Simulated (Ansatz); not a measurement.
# C₂H₇Si₂ (SMILES C=[C][SiH2][SiH3]) (doublet): what the fields show

Input file:

```
crystal:
  periodic: [false, false, false]
  atoms:
    - { symbol: C, position_ang: [1.7115, 0.4821, 1.2527] }
    - { symbol: C, position_ang: [1.5918, 0.5316, -0.0729] }
    - { symbol: Si, position_ang: [0.3374, -0.487, -0.9677] }
    - { symbol: Si, position_ang: [-1.7139, 0.0813, -0.2897] }
    - { symbol: H, position_ang: [2.4584, 1.0938, 1.7461] }
    - { symbol: H, position_ang: [1.0727, -0.1608, 1.8509] }
    - { symbol: H, position_ang: [0.5695, -1.9111, -0.6844] }
    - { symbol: H, position_ang: [0.4552, -0.2484, -2.4136] }
    - { symbol: H, position_ang: [-1.9447, 1.5049, -0.576] }
    - { symbol: H, position_ang: [-1.829, -0.153, 1.1573] }
    - { symbol: H, position_ang: [-2.7088, -0.7335, -1.0026] }
basis:
  gaussian:
    orbitals: cc-pVDZ
hamiltonian:
  xc: r2scan
magnetization:
  spin_polarized: true
  initial_magnetization: 1.0
output:
  orbitals: {}
  forces: true
```

Run with:

```sh
python run_methods.py
```

Not at a stationary point (largest force 1.4 eV/Å).

Theory: SCF r2SCAN, Gaussian basis in Ansatz.

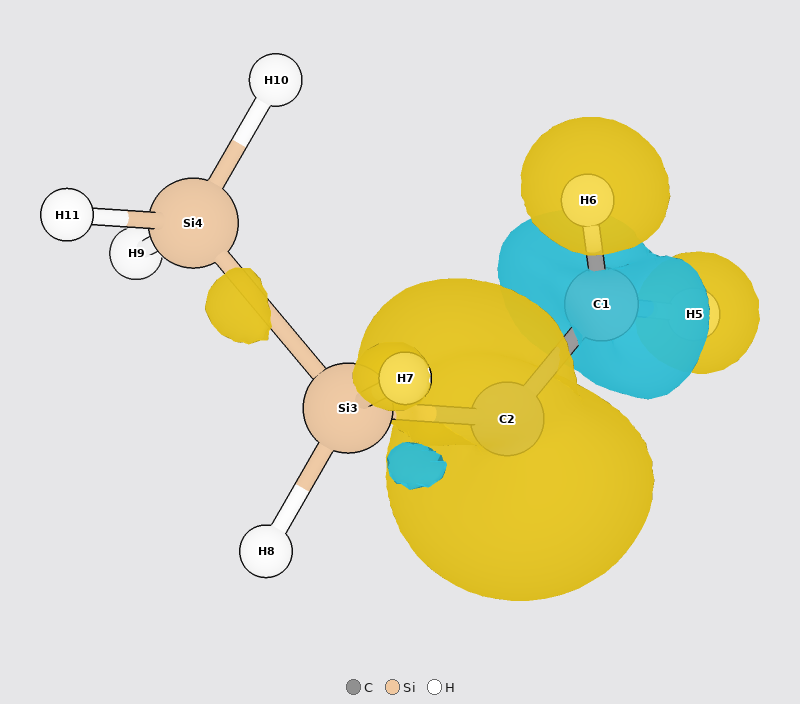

Figure 1. Isosurfaces of the spin density at +0.015 (yellow) and −0.015 e/Å³ (cyan), seen at a tilt.

Question: Describe the spin distribution.

Answer: The unpaired spin (1 electron) lies mostly on C2 (about 0.8) and Si3 (about 0.1), in electrons by Hirshfeld's partition.

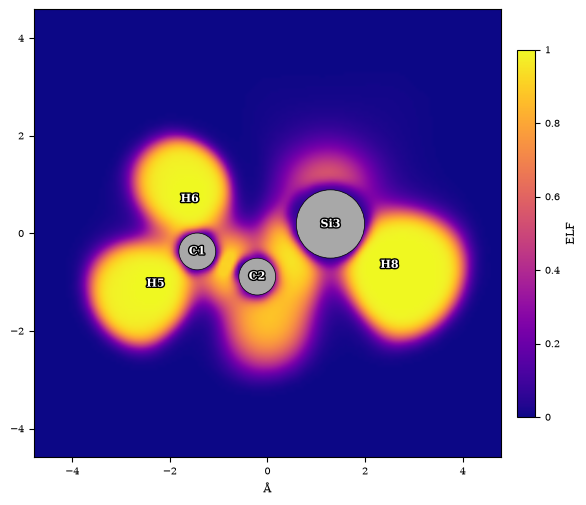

Figure 2. Electron localisation function on the plane of atoms C2, C1 and H6. Grey discs cover the atomic cores.

Question: Read the bonding off the picture.

Answer: The section cuts through C, Si and H sites.
C–C (1.33 Å): the ELF peaks at about 0.90 between the atoms: a short, multiple covalent bond.
C–Si (1.85 Å): the ELF peaks at about 0.95 between the atoms, as expected for localised, covalent bonding.
C–H (1.08 Å): the ELF climbs to about 1 towards the hydrogen, as it does in any bond to H; a covalent bond by its length.
Si–H (1.47 Å): the ELF climbs to about 1 towards the hydrogen.
The ELF also peaks beside C2, away from the bonds: non-bonding electrons, paired or unpaired.

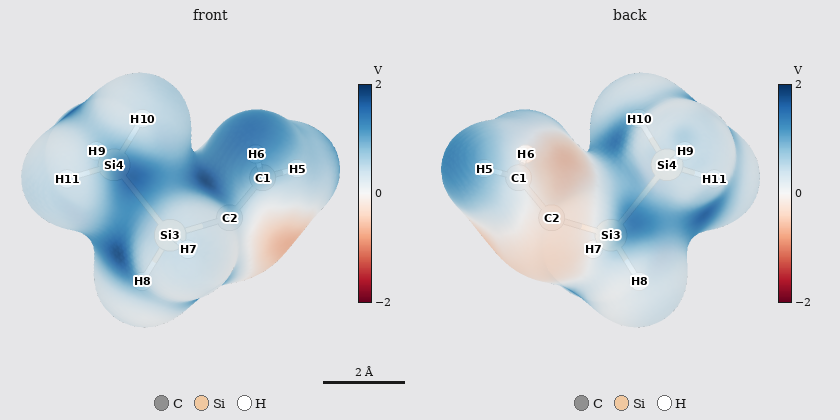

Figure 3. The molecular electrostatic potential painted on the density surface at 0.004 e/bohr³, seen from the front and from behind; red is negative and blue positive.

Question: Where is the surface potential most negative and most positive?

Answer: The most negative region (about −0.6 V) lies over C1 and C2, the most positive (about +1.7 V) over Si3.
